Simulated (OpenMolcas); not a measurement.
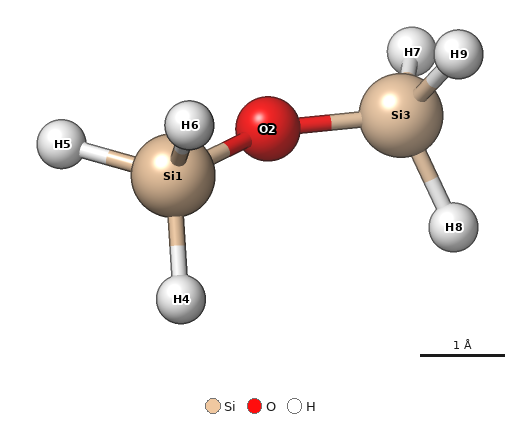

The structure (ball-and-stick view, seen at an oblique angle; atoms are numbered from 1 in the order of the input).

**Single-point calculation of Si₂H₆O (part 1 of 2)**

System: Si₂H₆O, multiplicity 3.
Method: TPSS/cc-pVDZ, UKS (OpenMolcas 26.06).

The geometry is that of the parent species in another charge or spin state. The geometry comes from this level: PBE0-D4/def2-TZVP.

### The input
```
&GATEWAY
 BasLib=$CurrDir
 Coord=mol.xyz
 Basis=cc-pVDZ
 Group=NoSym

&SEWARD
 GridInput
 Grid=UltraFine
 End of Grid

&SCF
 UHF
 Spin=3
 KSDFT=2
 1.0 MGGA_X_TPSS
 1.0 MGGA_C_TPSS
 Thresholds=1e-10 1e-07 1e-07 1e-05
 PrOrbitals=1 1
```

### File mol.xyz
```
9

Si    -0.710290     1.052660    -0.919520
O      0.425550     0.090990    -0.245380
Si     0.775570    -1.038810     0.881750
H     -1.787270     0.226580    -1.525660
H     -0.060640     1.872420    -1.970220
H     -1.306170     1.942760     0.111330
H      2.224270    -1.343130     0.800010
H     -0.009310    -2.275600     0.628780
H      0.448290    -0.527870     2.238910
```

Command:
```bash
export MOLCAS_MEM=1860
pymolcas mol.inp > mol.log
```

### What the program printed
```
--- Start Module: gateway ---

                                              &GATEWAY

                       available to each process: 1.9 GB of memory, 1 thread

 Basis Set     1 Label: SI.CC-PVDZ
 Basis set is read from library:.
 basistype.tbl is not found

 Basis Set     2 Label: O.CC-PVDZ
 Basis set is read from library:.
 basistype.tbl is not found

 Basis Set     3 Label: SI.CC-PVDZ
 Basis set is read from library:.
 basistype.tbl is not found

 Basis Set     4 Label: H.CC-PVDZ
 Basis set is read from library:.
 basistype.tbl is not found

++    Symmetry information:
      ---------------------

                    Character Table for C1

                             E
                    a        1  x, y, xy, Rz, z, xz, Ry, yz, Rx, I
--

++    Basis set information:
      ----------------------

      Basis set label: SI.CC-PVDZ.........

      Electronic valence basis set:
      ------------------
      Associated Effective Charge  14.000000 au
      Associated Actual Charge     14.000000 au
      Nuclear Model: Point charge

      Shell  nPrim  nBasis  Cartesian Spherical Contaminant
         s      12       4        X
         p       8       3        X
         d       1       1                 X

      Basis set label: O.CC-PVDZ.........

      Electronic valence basis set:
      ------------------
      Associated Effective Charge   8.000000 au
      Associated Actual Charge      8.000000 au
      Nuclear Model: Point charge

      Shell  nPrim  nBasis  Cartesian Spherical Contaminant
         s       9       3        X
         p       4       2        X
         d       1       1                 X

      Basis set label: SI.CC-PVDZ.........

      Electronic valence basis set:
      ------------------
      Associated Effective Charge  14.000000 au
      Associated Actual Charge     14.000000 au
      Nuclear Model: Point charge

      Shell  nPrim  nBasis  Cartesian Spherical Contaminant
         s      12       4        X
         p       8       3        X
         d       1       1                 X

      Basis set label: H.CC-PVDZ.........

      Electronic valence basis set:
      ------------------
      Associated Effective Charge   1.000000 au
      Associated Actual Charge      1.000000 au
      Nuclear Model: Point charge

      Shell  nPrim  nBasis  Cartesian Spherical Contaminant
         s       4       2        X
         p       1       1        X
--

++    Molecular structure info:
      -------------------------

                    ************************************************
                    **** Cartesian Coordinates / bohr, angstrom ****
                    ************************************************

     Center  Label                x              y              z                     x              y              z
        1      SI1             -1.342254       1.989239      -1.737641             -0.710290       1.052660      -0.919520
        2      O2               0.804173       0.171946      -0.463701              0.425550       0.090990      -0.245380
        3      SI3              1.465615      -1.963066       1.666266              0.775570      -1.038810       0.881750
        4      H4              -3.377451       0.428174      -2.883080             -1.787270       0.226580      -1.525660
        5      H5              -0.114593       3.538361      -3.723176             -0.060640       1.872420      -1.970220
        6      H6              -2.468304       3.671284       0.210383             -1.306170       1.942760       0.111330
        7      H7               4.203261      -2.538148       1.511800              2.224270      -1.343130       0.800010
        8      H8              -0.017593      -4.300261       1.188222             -0.009310      -2.275600       0.628780
        9      H9               0.847145      -0.997530       4.230927              0.448290      -0.527870       2.238910

                    ***************************************
                    *    InterNuclear Distances / bohr    *
                    ***************************************

               1 SI1           2 O2            3 SI3           4 H4            5 H5            6 H6
    1 SI1      0.000000
    2 O2       3.087495        0.000000
    3 SI3      5.923802        3.087482        0.000000
    4 H4       2.809089        4.837874        7.061860        0.000000
    5 H5       2.801657        4.775045        7.861860        4.585332        0.000000
    6 H6       2.809282        4.838270        7.024330        4.573163        4.585904        0.000000
    7 H7       7.861859        4.775041        2.801658        9.251012        9.108941        9.206547
    8 H8       7.062097        4.837849        2.809076        7.086765        9.250688        8.396885
    9 H9       7.024105        4.838290        2.809315        8.395769        9.206900        6.996770

               7 H7            8 H8            9 H9
    7 H7       0.000000
    8 H8       4.585342        0.000000
    9 H9       4.585921        4.573167        0.000000

                    *******************************************
                    *    InterNuclear Distances / angstrom    *
                    *******************************************

               1 SI1           2 O2            3 SI3           4 H4            5 H5            6 H6
    1 SI1      0.000000
    2 O2       1.633832        0.000000
    3 SI3      3.134741        1.633825        0.000000
    4 H4       1.486506        2.560093        3.736975        0.000000
    5 H5       1.482573        2.526845        4.160317        2.426453        0.000000
    6 H6       1.486608        2.560302        3.717116        2.420014        2.426756        0.000000
    7 H7       4.160317        2.526843        1.482573        4.895425        4.820244        4.871895
    8 H8       3.737101        2.560080        1.486499        3.750154        4.895253        4.443440
    9 H9       3.716996        2.560313        1.486625        4.442849        4.872081        3.702531

               7 H7            8 H8            9 H9
    7 H7       0.000000
    8 H8       2.426458        0.000000
    9 H9       2.426765        2.420016        0.000000

                    **************************************
                    *    Valence Bond Angles / degree    *
                    **************************************
                          Atom centers                 Phi
                      4 H4       1 SI1      5 H5       109.62
                      4 H4       1 SI1      6 H6       108.97
                      5 H5       1 SI1      6 H6       109.63
                      7 H7       3 SI3      8 H8       109.62
                      7 H7       3 SI3      9 H9       109.63
                      8 H8       3 SI3      9 H9       108.97
--

            Nuclear Potential Energy            159.41902888 au

--- Stop Module: gateway /rc=_RC_ALL_IS_WELL_ ---

--- Start Module: seward ---

                                              &SEWARD

                       available to each process: 1.9 GB of memory, 1 thread

               SEWARD will generate:
                  Multipole Moment integrals up to order  2
                  Kinetic Energy integrals
                  Nuclear Attraction integrals (point charge)
                  One-Electron Hamiltonian integrals
                  Velocity integrals
                  Orbital angular momentum around (  0.1972   0.0421  -0.1138 )
                  Velocity quadrupole around (  0.1972   0.0421  -0.1138 )
                  Two-Electron Repulsion integrals

                   Integrals are discarded if absolute value <: 1.00E-14
                   Integral cutoff threshold is set to       <: 1.00E-16

            Nuclear Potential Energy            159.41902888 au

      Basis set specifications :
      Symmetry species         a
      Basis functions           80

--- Stop Module: seward /rc=_RC_ALL_IS_WELL_ ---
--- Module seward spent 1 second ---

--- Start Module: scf ---

                                                &SCF

                       available to each process: 1.9 GB of memory, 1 thread

++    Input section:
      --------------

      Header of the integral files:

      Cartesian coordinates in angstrom:
      -----------------------------------------------------
      No.  Label        X            Y            Z
      -----------------------------------------------------
       1   SI1       -0.71029000   1.05266000  -0.91952000
       2   O2         0.42555000   0.09099000  -0.24538000
       3   SI3        0.77557000  -1.03881000   0.88175000
       4   H4        -1.78727000   0.22658000  -1.52566000
       5   H5        -0.06064000   1.87242000  -1.97022000
       6   H6        -1.30617000   1.94276000   0.11133000
       7   H7         2.22427000  -1.34313000   0.80001000
       8   H8        -0.00931000  -2.27560000   0.62878000
       9   H9         0.44829000  -0.52787000   2.23891000
      -----------------------------------------------------
      Nuclear repulsion energy =  159.41902888
--

++    Orbital specifications:
      -----------------------

      Symmetry species               1
                                     a
      Frozen orbitals                0
      Start temperature = 0.500
      End temperature   = 0.010
      Temperature Factor= 0.460
      Deleted orbitals               0
      Total number of orbitals      80
      Number of basis functions     80
--

      Molecular charge                           0.000

      Numerical integration parameters
      --------------------------------
      Radial quadrature type:                         MHL
      Size of radial grid:                            99
      Lebedev angular grid:                           41
      Angular grid pruned with the crowding factor:  1.00E+10
                                 and fading factor:  1.00E+01
      Screening threshold for integral computation:   1.00E-11
      Radial quadrature accuracy:                     1.00E-25
      Maximum batch size:                             128
      AO values are stored on disk
      The same grid will be used for all iterations.

      DFT functional specifications
      -----------------------------
      Using Libxc version: 6.2.2
      Please cite the following reference:
      S. Lehtola, C. Steigemann, M. J.T. Oliveira, and M. A.L. Marques.,  SoftwareX 7, 1–5 (2018) doi:10.1016/j.softx.2017.11.002

      * Tao, Perdew, Staroverov & Scuseria
        - J. Tao, J. P. Perdew, V. N. Staroverov, and G. E. Scuseria.,  Phys. Rev. Lett. 91, 146401 (2003) doi:10.1103/PhysRevLett.91.146401
      * Tao, Perdew, Staroverov & Scuseria
        - J. Tao, J. P. Perdew, V. N. Staroverov, and G. E. Scuseria.,  Phys. Rev. Lett. 91, 146401 (2003) doi:10.1103/PhysRevLett.91.146401

++    Optimization specifications:
      ----------------------------

      SCF Algorithm: Conventional USCF
      D(i)-D(i-1) density differences are used
      Number of density matrices in core                 5
      Maximum number of NDDO SCF iterations            400
      Maximum number of HF SCF iterations              400
      Threshold for SCF energy change             1.00E-10
      Threshold for density matrix                1.00E-07
      Threshold for Fock matrix                   1.00E-07
      Threshold for linear dependence             1.00E-09
      Threshold at which DIIS is turned on        1.50E-01
      Maximum depth in the DIIS procedure                5
      Maximum depth in the BFGS Hessian update          30
      Threshold at which QNR/C2DIIS is turned on  7.50E-02
      Threshold for Norm(delta) (QNR/C2DIIS)      1.00E-05
      All orbitals punched on: UHFORB
--

      Input vectors read from INPORB
      Orbital file label: *Guess orbitals

++ Convergence information
                               UHF [...]      iterations: Energy and convergence statistics

Iter     Tot. [...]      One-elec.       Two-elec.     Energy      Max Dij or  Max Fij      DNorm      TNorm      AccCon     Time
         Energy          Energy          Energy        Change      Delta Norm                                                in Sec.
   1  -654.200950062 -1268.956695049   455.336716111   0.00E+00    1.53E-01*   4.55E-01*    1.33E+01   1.63E+02   None         4.
   2  -654.136309812 -1279.783258033   466.227919344   6.46E-02*   1.92E-01*   1.59E-01*    1.89E+01   1.66E+02   EDIIS        3.
   3  -656.664312773 -1272.193464292   456.110122643  -2.53E+00*   2.90E-01*   1.87E-01*    9.87E+00   1.64E+02   EDIIS        3.
   4  -656.726925846 -1288.081957409   471.936002686  -6.26E-02*   3.45E-01*   1.74E-01*    4.91E+00   1.67E+02   EDIIS        3.
   5  -656.941812557 -1268.867758198   452.506916764  -2.15E-01*   2.34E-01*   9.29E-02*    4.02E+00   1.63E+02   EDIIS        3.
   6  -657.641156682 -1280.533238077   463.473052518  -6.99E-01*   3.84E-01*   6.01E-02*    2.12E+00   1.65E+02   EDIIS        3.
   7  -657.520485287 -1273.717388401   456.777874238   1.21E-01*   7.84E-02*   3.29E-02*    2.32E+00   1.64E+02   EDIIS        3.
   8  -657.677744827 -1277.444390620   460.347616916  -1.57E-01*   2.37E-01*   2.70E-02*    9.15E-01   1.65E+02   EDIIS        3.
   9  -657.666081607 -1279.879778135   462.794667652   1.17E-02*   6.15E-02*   9.98E-03*    6.98E-01   1.65E+02   EDIIS        3.
  10  -657.684751387 -1278.655041257   461.551260993  -1.87E-02*   2.21E-01*   1.22E-02*    7.72E-01   1.65E+02   EDIIS        3.
  11  -657.680021476 -1277.531804143   460.432753790   4.73E-03*   5.62E-02*   8.42E-03*    4.46E-01   1.65E+02   EDIIS        3.

       Fermi aufbau procedure completed!
      nOcc(alpha)=   22
      nOcc(beta) =   20
```
